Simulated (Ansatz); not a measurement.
# Rhodium, simple cubic under r²SCAN: structure, energy and stiffness, part 2 of 2

What does r²SCAN give for rhodium in the simple cubic structure? We relax it, solve it on a dense k-mesh, switch on spin-orbit coupling, then scale the cell to 7 volumes from 88 to 112 % of the relaxed one and try a fit of the equation of state. The k-meshes are 13×13×13 for the relaxation; 20×20×20 for the dense run; 12×12×12 for spin-orbit coupling; 14×14×14 for the volumes.

Ansatz 0.2.0; DFT, r2SCAN, plane waves (500 eV) with PAW, scalar-relativistic.

## Step 4: Spin-orbit coupling switched on

This is Rh in the simple cubic structure; at room conditions it is fcc.

File input.yaml:

```yaml
crystal:
  lattice:
    - [2.5138607453, 0.0, 0.0]
    - [0.0, 2.5138607453, 0.0]
    - [0.0, 0.0, 2.5138607453]
  atoms:
    - { symbol: Rh, position: [0.0, 0.0, 0.0] }
hamiltonian:
  xc: r2scan
  pseudopotentials:
    kind: paw_fr
    azcp:
      Rh: "pseudopotentials/Rh.paw.azcp"
basis:
  ecutwfc: 500
  fft_grid_basis: typed
kpoints:
  mp_grid: { grid: [12, 12, 12], shift: [0, 0, 0] }
magnetization:
  noncollinear: true
  spin_orbit: true
scf:
  occupations: { method: fermi_dirac, width: 0.1 }
```

Command:

```bash
$ ansatz run input.yaml --threads 1 --pin off --max-ram 3584MiB --backend cpu --events-out ev --progress --plain --runs-dir out
```

Output, shortened:

```text
[...]
Pseudopotentials: kind: paw_fr
Pseudopotential: Rh, paw_fr, valence charge 17, recommended cutoff 500 eV (meta_gga), <dir>
Functional definition: r2SCAN
[...]
non-collinear run that drives no moment, with spin-orbit: no starting moment large enough to seed its density (crystal.atoms[].spin), no starting occupations that ask for one, no magnetisation constraint and no magnetic field, so the semilocal B_xc is pinned to zero
Crystal: 1 atoms, lattice volume = 15.886 Å³
Basis set: ecut = 500 eV, 437 PW (Γ), exchange–correlation on 80×80×80 points (64 copies of the dense FFT grid, shifted against one another)
Bands: 26, of which v1, the nominal top of the filled ones, is band 17 counted from 1 (16 counted from 0)
Symmetry: 48 space group operations + 48 with time reversal
Magnetic group: BNS 221.93 (UNI 1595), of the structure as read, at distance tolerance 2.5e-5 Å
k-points: 84 of 1728
Projection manifold: j_resolved (fully-relativistic pseudo-atomic orbitals)
[...]
SCF iter   1: F=—  HF=-6407.800634 eV  |F-HF|=—  |Δ(HF+E_count)|=         —  Δρ=7.00e-2  dr2=7.26e-1  dr2_τ=5.65e-3  dr2_m=0.00e0 (ungated)  ethr=3.10e-3  |M|=0.00e0 ∫|m|=0.00e0 μB  |m|>n=0.0e0 m-floor=0.0e0 τ_xc=0.0e0  β_m=0.30  ⟨swp⟩=6.9  Hψ=5574  notcnv=0  defer=52
[...]
SCF iter   8: F=-6407.631260 eV  HF=-6407.631260 eV  |F-HF|=2.91e-9  |Δ(HF+E_count)|=   4.67e-9  Δρ=7.59e-6  dr2=4.40e-9  dr2_τ=5.68e-10  dr2_m=0.00e0 (ungated)  ethr=5.59e-11  |M|=0.00e0 ∫|m|=0.00e0 μB  |m|>n=0.0e0 m-floor=0.0e0 τ_xc=0.0e0  ⟨swp⟩=1.0  Hψ=3182  notcnv=0
[...]
SCF converged after 8 iterations
Magnetization: |M| = 0.0000 μB,  M = (+0.0000, +0.0000, +0.0000) μB
Absolute magnetization: 0.0000 μB (∫|m|)
  site 0: m = (+0.0000, +0.0000, +0.0000) μB, |m| = 0.0000 μB  (R = 1.04 Å)
Free energy (F): -6407.631260 eV
[...]
E sigma→0 (E₀):  -6407.604291 eV
Entropy (-TS):   -0.053936 eV (-53.936 meV/atom)
Fermi energy:    18.573714 eV
[...]
```

Wall time 16 s (1 thread of Intel Xeon Platinum 8259CL at 2.50GHz (Skylake/Cascade Lake), shared host); peak memory 0.51 GiB.

With and without spin-orbit coupling:

```tsv
	scalar-relativistic	with spin-orbit coupling
k-mesh	20×20×20	12×12×12
gap on the mesh	none (levels filled in part)	none (levels filled in part)
```

The meshes differ, so small differences between the columns need not come from spin-orbit coupling.

## Step 5: Volume × 0.88

File input.yaml:

```yaml
crystal:
  lattice:
    - [2.4089924586, 0.0, 0.0]
    - [0.0, 2.4089924586, 0.0]
    - [0.0, 0.0, 2.4089924586]
  atoms:
    - { symbol: Rh, position: [0.0, 0.0, 0.0] }
hamiltonian:
  xc: r2scan
  pseudopotentials:
    kind: paw
    azcp:
      Rh: "pseudopotentials/Rh.paw.azcp"
basis:
  ecutwfc: 500
  fft_grid_basis: typed
kpoints:
  mp_grid: { grid: [14, 14, 14], shift: [0, 0, 0] }
magnetization:
  spin_polarized: false
scf:
  occupations: { method: fermi_dirac, width: 0.1 }
  lower_state_search: "off"
output:
  stress: true
  write_density: true
  write_potential: true
  elf: true
  volumetric_format: npy
```

Command:

```bash
$ ansatz run input.yaml --threads 1 --pin off --max-ram 3584MiB --backend cpu --events-out ev --progress --plain --runs-dir out
```

Output, shortened:

```text
[...]
[... 3 set-up lines as earlier in the session ...]
[...]
Crystal: 1 atoms, lattice volume = 13.980 Å³
Basis set: ecut = 500 eV, 365 PW (Γ), exchange–correlation on 72×72×72 points (64 copies of the dense FFT grid, shifted against one another)
Bands: 13, of which v1, the nominal top of the filled ones, is band 9 counted from 1 (8 counted from 0)
[... 1 set-up line as earlier in the session ...]
Space group: Pm-3m (ITA 221), of the structure as read, at distance tolerance 2.4e-5 Å
k-points: 120 of 2744
[...]
SCF iter   1: F=-6414.324084 eV  HF=-6414.305162 eV  |F-HF|=1.89e-2  |Δ(HF+E_count)|=         —  Δρ=1.32e-2  dr2=1.31e-2  dr2_τ=1.05e-2  ethr=1.77e-3  ⟨swp⟩=5.4  Hψ=9306  notcnv=0
[...]
SCF iter   7: F=-6414.326294 eV  HF=-6414.326294 eV  |F-HF|=1.71e-8  |Δ(HF+E_count)|=   8.72e-8  Δρ=1.96e-5  dr2=5.71e-8  dr2_τ=1.43e-9  ethr=5.88e-10  ⟨swp⟩=6.5  Hψ=9025  notcnv=0
[...]
SCF converged after 7 iterations
Free energy (F): -6414.326294 eV
[...]
E sigma→0 (E₀):  -6414.305853 eV
Entropy (-TS):   -0.040881 eV (-40.881 meV/atom)
Fermi energy:    21.953552 eV
[...]
--- Stress (GPa, compression-positive) ---
       35.181908      -0.000000       0.000000
        0.000000      35.181908       0.000000
        0.000000       0.000000      35.181908
  P = ⅓ Tr σ = 35.1819 GPa (351.819 kbar)
--- Band table (eV; the first three rows and the last of 120) ---
  k-point 0: bands = ["-59.2159", "-25.6765", "-25.6765", "-25.6765", "14.1362", "15.4190", "15.4190", "22.9329", "22.9329", "22.9329", "40.6267", "40.6267", "40.6267"]
[...]
```

Run time: 6.1 s. Hardware: 1 thread of Intel Xeon Platinum 8259CL at 2.50GHz (Skylake/Cascade Lake), shared host; peak memory 0.51 GiB.

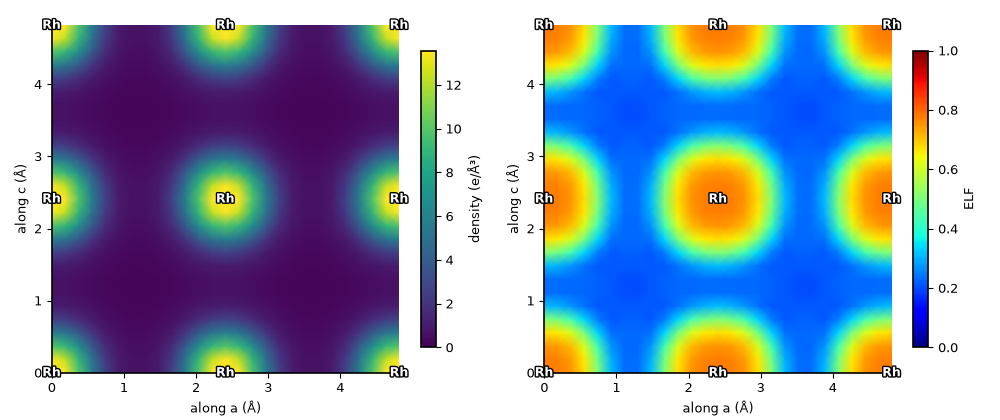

Density (left) and ELF (right) in a lattice plane of the grid's cell (edges 2.41 and 2.41 Å, at 0.000 of the third edge), which holds Rh. Only atoms in the plane are labelled; the density scale stops at 13.57 e/Å³. Both are smooth fields of the valence electrons: close to the nuclei they are not physical.

## Step 6: Volume × 0.92

input.yaml, as its differences from that of step 5:

```diff
@@ -2,5 +2,5 @@
   lattice:
-    - [2.4089924586, 0.0, 0.0]
-    - [0.0, 2.4089924586, 0.0]
-    - [0.0, 0.0, 2.4089924586]
+    - [2.4449528716, 0.0, 0.0]
+    - [0.0, 2.4449528716, 0.0]
+    - [0.0, 0.0, 2.4449528716]
   atoms:
@@ -25,5 +25 @@
   stress: true
-  write_density: true
-  write_potential: true
-  elf: true
-  volumetric_format: npy
```

Command:

```bash
$ ansatz run input.yaml --threads 1 --pin off --max-ram 3584MiB --backend cpu --events-out ev --progress --plain --runs-dir out
```

Output, shortened:

```text
[...]
[... 3 set-up lines as earlier in the session ...]
[...]
Crystal: 1 atoms, lattice volume = 14.615 Å³
Basis set: ecut = 500 eV, 365 PW (Γ), exchange–correlation on 72×72×72 points (64 copies of the dense FFT grid, shifted against one another)
Bands: 13, of which v1, the nominal top of the filled ones, is band 9 counted from 1 (8 counted from 0)
[... 2 set-up lines as earlier in the session ...]
k-points: 120 of 2744
[...]
SCF iter   1: F=-6414.432755 eV  HF=-6414.417548 eV  |F-HF|=1.52e-2  |Δ(HF+E_count)|=         —  Δρ=1.28e-2  dr2=1.42e-2  dr2_τ=8.14e-3  ethr=1.77e-3  ⟨swp⟩=5.3  Hψ=9222  notcnv=0
[...]
SCF iter   6: F=-6414.435492 eV  HF=-6414.435492 eV  |F-HF|=1.90e-9  |Δ(HF+E_count)|=   2.04e-6  Δρ=1.89e-5  dr2=4.48e-8  dr2_τ=2.52e-9  ethr=5.88e-10  ⟨swp⟩=5.0  Hψ=5465  notcnv=0
[...]
SCF converged after 6 iterations
Free energy (F): -6414.435492 eV
[...]
E sigma→0 (E₀):  -6414.413547 eV
Entropy (-TS):   -0.043890 eV (-43.890 meV/atom)
Fermi energy:    20.718903 eV
[...]
--- Stress (GPa, compression-positive) ---
       20.475191       0.000000       0.000000
        0.000000      20.475191       0.000000
        0.000000       0.000000      20.475191
  P = ⅓ Tr σ = 20.4752 GPa (204.752 kbar)
```

Wall time 5.8 s (1 thread of Intel Xeon Platinum 8259CL at 2.50GHz (Skylake/Cascade Lake), shared host); peak memory 0.5 GiB.

## Step 7: Volume × 0.96

input.yaml, as its differences from that of step 6:

```diff
@@ -2,5 +2,5 @@
   lattice:
-    - [2.4449528716, 0.0, 0.0]
-    - [0.0, 2.4449528716, 0.0]
-    - [0.0, 0.0, 2.4449528716]
+    - [2.4798854893, 0.0, 0.0]
+    - [0.0, 2.4798854893, 0.0]
+    - [0.0, 0.0, 2.4798854893]
   atoms:
```

Command:

```bash
$ ansatz run input.yaml --threads 1 --pin off --max-ram 3584MiB --backend cpu --events-out ev --progress --plain --runs-dir out
```

Output, shortened:

```text
[...]
[... 3 set-up lines as earlier in the session ...]
[...]
Crystal: 1 atoms, lattice volume = 15.251 Å³
Basis set: ecut = 500 eV, 389 PW (Γ), exchange–correlation on 80×80×80 points (64 copies of the dense FFT grid, shifted against one another)
Bands: 13, of which v1, the nominal top of the filled ones, is band 9 counted from 1 (8 counted from 0)
[... 2 set-up lines as earlier in the session ...]
k-points: 120 of 2744
[...]
SCF iter   1: F=-6414.489491 eV  HF=-6414.477590 eV  |F-HF|=1.19e-2  |Δ(HF+E_count)|=         —  Δρ=1.29e-2  dr2=1.58e-2  dr2_τ=6.52e-3  ethr=1.77e-3  ⟨swp⟩=5.5  Hψ=9232  notcnv=0
[...]
SCF iter   6: F=-6414.492867 eV  HF=-6414.492867 eV  |F-HF|=5.16e-8  |Δ(HF+E_count)|=   1.74e-6  Δρ=2.84e-5  dr2=8.73e-8  dr2_τ=7.17e-9  ethr=5.88e-10  ⟨swp⟩=4.5  Hψ=5225  notcnv=0
[...]
SCF converged after 6 iterations
Free energy (F): -6414.492867 eV
[...]
E sigma→0 (E₀):  -6414.469374 eV
Entropy (-TS):   -0.046986 eV (-46.986 meV/atom)
Fermi energy:    19.587426 eV
[...]
--- Stress (GPa, compression-positive) ---
        8.921819      -0.000000       0.000000
       -0.000000       8.921819       0.000000
       -0.000000       0.000000       8.921819
  P = ⅓ Tr σ = 8.9218 GPa (89.218 kbar)
```

Run time: 3.9 s. Hardware: 1 thread of Intel Xeon Platinum 8259CL at 2.50GHz (Skylake/Cascade Lake), shared host; peak memory 0.5 GiB.

## Step 8: Volume × 1.0

input.yaml, as its differences from that of step 7:

```diff
@@ -2,5 +2,5 @@
   lattice:
-    - [2.4798854893, 0.0, 0.0]
-    - [0.0, 2.4798854893, 0.0]
-    - [0.0, 0.0, 2.4798854893]
+    - [2.5138607453, 0.0, 0.0]
+    - [0.0, 2.5138607453, 0.0]
+    - [0.0, 0.0, 2.5138607453]
   atoms:
```

Command:

```bash
$ ansatz run input.yaml --threads 1 --pin off --max-ram 3584MiB --backend cpu --events-out ev --progress --plain --runs-dir out
```

Output, shortened:

```text
[...]
[... 3 set-up lines as earlier in the session ...]
[...]
Crystal: 1 atoms, lattice volume = 15.886 Å³
Basis set: ecut = 500 eV, 437 PW (Γ), exchange–correlation on 80×80×80 points (64 copies of the dense FFT grid, shifted against one another)
Bands: 13, of which v1, the nominal top of the filled ones, is band 9 counted from 1 (8 counted from 0)
[... 2 set-up lines as earlier in the session ...]
k-points: 120 of 2744
[...]
SCF iter   1: F=-6414.505452 eV  HF=-6414.496501 eV  |F-HF|=8.95e-3  |Δ(HF+E_count)|=         —  Δρ=1.31e-2  dr2=1.75e-2  dr2_τ=5.41e-3  ethr=1.77e-3  ⟨swp⟩=5.2  Hψ=9142  notcnv=0
[...]
SCF iter   7: F=-6414.509518 eV  HF=-6414.509518 eV  |F-HF|=2.95e-9  |Δ(HF+E_count)|=   3.66e-9  Δρ=7.11e-6  dr2=9.30e-9  dr2_τ=1.15e-10  ethr=5.88e-10  ⟨swp⟩=4.0  Hψ=4916  notcnv=0
[...]
SCF converged after 7 iterations
Free energy (F): -6414.509518 eV
[...]
E sigma→0 (E₀):  -6414.484422 eV
Entropy (-TS):   -0.050192 eV (-50.192 meV/atom)
Fermi energy:    18.547264 eV
[...]
--- Stress (GPa, compression-positive) ---
       -0.158677       0.000000       0.000000
       -0.000000      -0.158677       0.000000
        0.000000       0.000000      -0.158677
  P = ⅓ Tr σ = -0.1587 GPa (-1.587 kbar)
```

Run time: 5.2 s. Hardware: 1 thread of Intel Xeon Platinum 8259CL at 2.50GHz (Skylake/Cascade Lake), shared host; peak memory 0.52 GiB.

## Step 9: Volume × 1.04

input.yaml, as its differences from that of step 8:

```diff
@@ -2,5 +2,5 @@
   lattice:
-    - [2.5138607453, 0.0, 0.0]
-    - [0.0, 2.5138607453, 0.0]
-    - [0.0, 0.0, 2.5138607453]
+    - [2.546941654, 0.0, 0.0]
+    - [0.0, 2.546941654, 0.0]
+    - [0.0, 0.0, 2.546941654]
   atoms:
```

Command:

```bash
$ ansatz run input.yaml --threads 1 --pin off --max-ram 3584MiB --backend cpu --events-out ev --progress --plain --runs-dir out
```

Output, shortened:

```text
[...]
[... 3 set-up lines as earlier in the session ...]
[...]
Crystal: 1 atoms, lattice volume = 16.522 Å³
Basis set: ecut = 500 eV, 437 PW (Γ), exchange–correlation on 80×80×80 points (64 copies of the dense FFT grid, shifted against one another)
Bands: 13, of which v1, the nominal top of the filled ones, is band 9 counted from 1 (8 counted from 0)
[... 2 set-up lines as earlier in the session ...]
k-points: 120 of 2744
[...]
SCF iter   1: F=-6414.489409 eV  HF=-6414.483124 eV  |F-HF|=6.28e-3  |Δ(HF+E_count)|=         —  Δρ=1.33e-2  dr2=1.92e-2  dr2_τ=4.65e-3  ethr=1.77e-3  ⟨swp⟩=5.2  Hψ=9114  notcnv=0
[...]
SCF iter   6: F=-6414.494187 eV  HF=-6414.494187 eV  |F-HF|=2.98e-8  |Δ(HF+E_count)|=   1.83e-7  Δρ=2.33e-5  dr2=3.51e-8  dr2_τ=7.66e-9  ethr=5.88e-10  ⟨swp⟩=4.2  Hψ=5126  notcnv=0
[...]
SCF converged after 6 iterations
Free energy (F): -6414.494187 eV
[...]
E sigma→0 (E₀):  -6414.467423 eV
Entropy (-TS):   -0.053528 eV (-53.528 meV/atom)
Fermi energy:    17.587989 eV
[...]
--- Stress (GPa, compression-positive) ---
       -7.281476      -0.000000       0.000000
        0.000000      -7.281476       0.000000
        0.000000       0.000000      -7.281476
  P = ⅓ Tr σ = -7.2815 GPa (-72.815 kbar)
```

Run time: 5.4 s. Hardware: 1 thread of Intel Xeon Platinum 8259CL at 2.50GHz (Skylake/Cascade Lake), shared host; peak memory 0.51 GiB.

## Step 10: Volume × 1.08

input.yaml, as its differences from that of step 9:

```diff
@@ -2,5 +2,5 @@
   lattice:
-    - [2.546941654, 0.0, 0.0]
-    - [0.0, 2.546941654, 0.0]
-    - [0.0, 0.0, 2.546941654]
+    - [2.5791848447, 0.0, 0.0]
+    - [0.0, 2.5791848447, 0.0]
+    - [0.0, 0.0, 2.5791848447]
   atoms:
```

Command:

```bash
$ ansatz run input.yaml --threads 1 --pin off --max-ram 3584MiB --backend cpu --events-out ev --progress --plain --runs-dir out
```

Output, shortened:

```text
[...]
[... 3 set-up lines as earlier in the session ...]
[...]
Crystal: 1 atoms, lattice volume = 17.157 Å³
Basis set: ecut = 500 eV, 461 PW (Γ), exchange–correlation on 80×80×80 points (64 copies of the dense FFT grid, shifted against one another)
Bands: 13, of which v1, the nominal top of the filled ones, is band 9 counted from 1 (8 counted from 0)
[... 1 set-up line as earlier in the session ...]
Space group: Pm-3m (ITA 221), of the structure as read, at distance tolerance 2.6e-5 Å
k-points: 120 of 2744
[...]
SCF iter   1: F=-6414.448309 eV  HF=-6414.444403 eV  |F-HF|=3.91e-3  |Δ(HF+E_count)|=         —  Δρ=1.35e-2  dr2=2.07e-2  dr2_τ=4.13e-3  ethr=1.77e-3  ⟨swp⟩=5.3  Hψ=9159  notcnv=0
[...]
SCF iter   7: F=-6414.453820 eV  HF=-6414.453820 eV  |F-HF|=7.54e-9  |Δ(HF+E_count)|=   3.85e-8  Δρ=8.27e-6  dr2=1.31e-8  dr2_τ=2.10e-10  ethr=5.88e-10  ⟨swp⟩=4.0  Hψ=4652  notcnv=0
[...]
SCF converged after 7 iterations
Free energy (F): -6414.453820 eV
[...]
E sigma→0 (E₀):  -6414.425336 eV
Entropy (-TS):   -0.056966 eV (-56.966 meV/atom)
Fermi energy:    16.701018 eV
[...]
--- Stress (GPa, compression-positive) ---
      -12.844677      -0.000000       0.000000
        0.000000     -12.844677       0.000000
        0.000000       0.000000     -12.844677
  P = ⅓ Tr σ = -12.8447 GPa (-128.447 kbar)
```

Wall time 6.3 s (1 thread of Intel Xeon Platinum 8259CL at 2.50GHz (Skylake/Cascade Lake), shared host); peak memory 0.51 GiB.

## Step 11: Volume × 1.12

input.yaml, as its differences from that of step 10:

```diff
@@ -2,5 +2,5 @@
   lattice:
-    - [2.5791848447, 0.0, 0.0]
-    - [0.0, 2.5791848447, 0.0]
-    - [0.0, 0.0, 2.5791848447]
+    - [2.6106414186, 0.0, 0.0]
+    - [0.0, 2.6106414186, 0.0]
+    - [0.0, 0.0, 2.6106414186]
   atoms:
```

Command:

```bash
$ ansatz run input.yaml --threads 1 --pin off --max-ram 3584MiB --backend cpu --events-out ev --progress --plain --runs-dir out
```

Output, shortened:

```text
[...]
[... 3 set-up lines as earlier in the session ...]
[...]
Crystal: 1 atoms, lattice volume = 17.793 Å³
Basis set: ecut = 500 eV, 461 PW (Γ), exchange–correlation on 80×80×80 points (64 copies of the dense FFT grid, shifted against one another)
Bands: 13, of which v1, the nominal top of the filled ones, is band 9 counted from 1 (8 counted from 0)
[... 2 set-up lines as earlier in the session ...]
k-points: 120 of 2744
[...]
SCF iter   1: F=-6414.387703 eV  HF=-6414.385941 eV  |F-HF|=1.76e-3  |Δ(HF+E_count)|=         —  Δρ=1.35e-2  dr2=2.20e-2  dr2_τ=3.78e-3  ethr=1.77e-3  ⟨swp⟩=5.2  Hψ=9090  notcnv=0
[...]
SCF iter   7: F=-6414.393937 eV  HF=-6414.393937 eV  |F-HF|=2.17e-9  |Δ(HF+E_count)|=   1.59e-8  Δρ=6.55e-6  dr2=4.03e-9  dr2_τ=4.45e-10  ethr=5.88e-10  ⟨swp⟩=4.0  Hψ=4738  notcnv=0
[...]
SCF converged after 7 iterations
Free energy (F): -6414.393937 eV
[...]
E sigma→0 (E₀):  -6414.363711 eV
Entropy (-TS):   -0.060453 eV (-60.453 meV/atom)
Fermi energy:    15.879426 eV
[...]
--- Stress (GPa, compression-positive) ---
      -17.163158      -0.000000       0.000000
        0.000000     -17.163158       0.000000
        0.000000       0.000000     -17.163158
  P = ⅓ Tr σ = -17.1632 GPa (-171.632 kbar)
```

It took 6.3 s on 1 thread of Intel Xeon Platinum 8259CL at 2.50GHz (Skylake/Cascade Lake), shared host; peak memory 0.52 GiB.

## Step 12: The equation of state

All volumes keep the relaxed shape and fractional coordinates.

```tsv
V (Å³/atom)	E − E₀ (meV/atom)	P from the stress (GPa)	P from the fit (GPa)
13.980	178.6	35.18	34.86
14.615	70.9	20.48	20.08
15.251	15.1	8.92	8.51
15.886	0.0	-0.16	-0.57
16.522	17.0	-7.28	-7.69
17.157	59.1	-12.84	-13.28
17.793	120.7	-17.16	-17.65
```

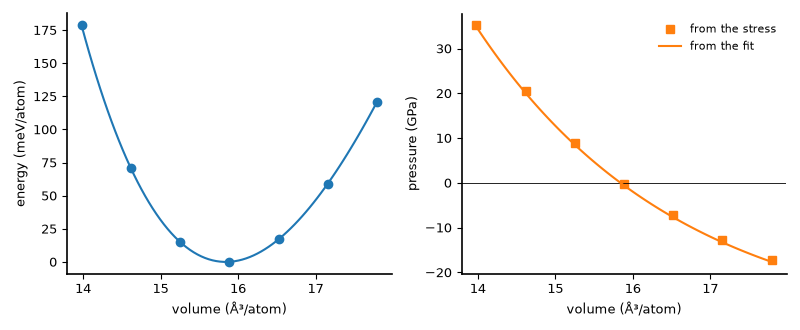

Energy and pressure against volume; the lines are the Birch-Murnaghan fit.

Fit (Birch-Murnaghan, third order): V₀ = 15.842 Å³/atom, B₀ = 203 GPa, B₀′ = 5.0, largest residual 0.05 meV/atom.

The fit is made to E(σ → 0), while the stress belongs to the free energy F; that is one source of the offset between the two pressures.

## Step 13: Outcome

This closing draws on all 2 parts.

| quantity | value |
| --- | --- |
| space group (spins left aside) | Pm-3m (No. 221) |
| conventional cell | a = 2.514 Å |
| volume | 15.886 Å³/atom |
| shortest distance | 2.514 Å |
| gap on the mesh | none (levels filled in part) |
| relative to fcc | +796 meV/atom |
| V₀, B₀, B₀′ | 15.842 Å³/atom, 203 GPa, 5.0 |

What this shows: The relaxation enlarged the cell by 7.0 % in volume. Against the reference form of rhodium (fcc, computed apart with the same settings) it stands 796 meV/atom higher, so it is far from stable. No gap shows: it is a metal or semimetal at this level. The total energy of the spin-orbit run lies +6.9 eV/atom from the scalar one, but the two kinds of run don't share a zero of energy: only differences within one kind count. B₀ comes out at 203 GPa. The symmetry was held, so the structure may be unstable against distortions that break it.
